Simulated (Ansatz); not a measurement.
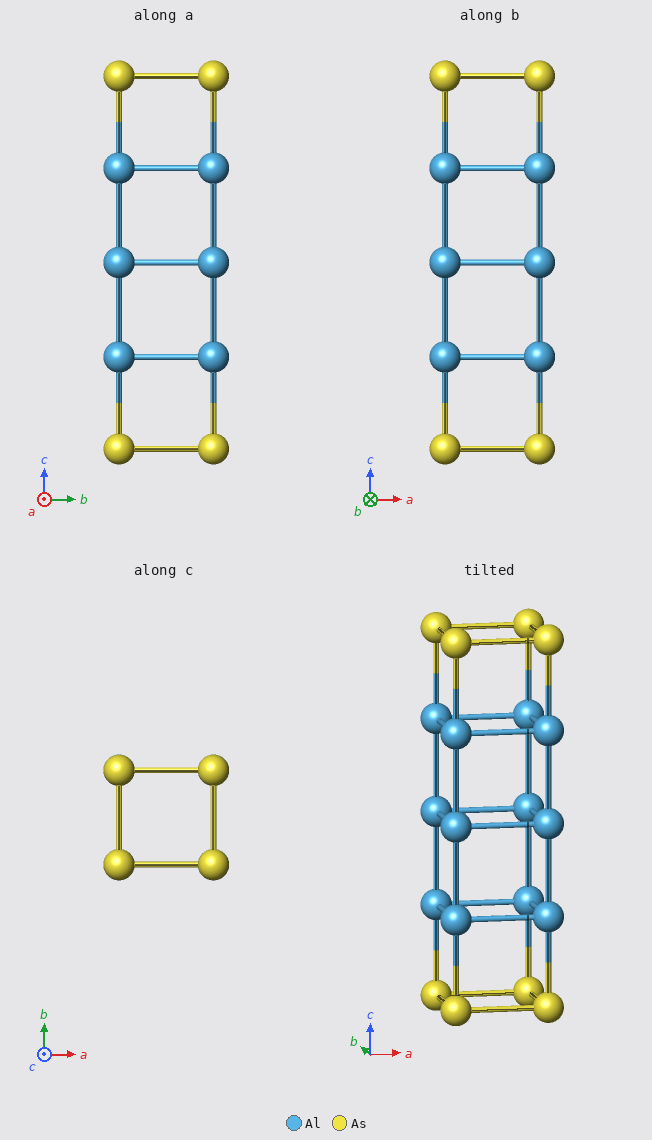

We look at a ball-and-stick model of the crystal along the a axis, along the b axis, along the c axis and slightly off an axis. The conventional unit cell is outlined; an atom on or near a face, edge or corner is repeated at each equivalent position.

Lattice parameters: a = 2.7309 Å, b = 2.7309 Å, c = 10.7830 Å, α = 90.000°, β = 90.000°, γ = 90.000°.

Q: Put the structure into a CIF in P1 with every atom of the cell, with free fractional coordinates to two decimals.

A:
```cif
data_structure
_symmetry_space_group_name_H-M 'P 1'
_symmetry_Int_Tables_number 1
_cell_length_a 2.7309
_cell_length_b 2.7309
_cell_length_c 10.7830
_cell_angle_alpha 90.000
_cell_angle_beta 90.000
_cell_angle_gamma 90.000
_cell_volume 80.42
loop_
_atom_site_label
_atom_site_type_symbol
_atom_site_fract_x
_atom_site_fract_y
_atom_site_fract_z
_atom_site_occupancy
Al1 Al 0.00 0.00 0.75 1
Al2 Al 0.00 0.00 0.25 1
Al3 Al 0.00 0.00 0.50 1
As1 As 0.00 0.00 0.00 1
```

The cell started as a random cell made by a generator, so it need not be a real form of the compound. Earlier steps of the study may have refined or changed the cell and positions. It was run through Ansatz as a DFT input.
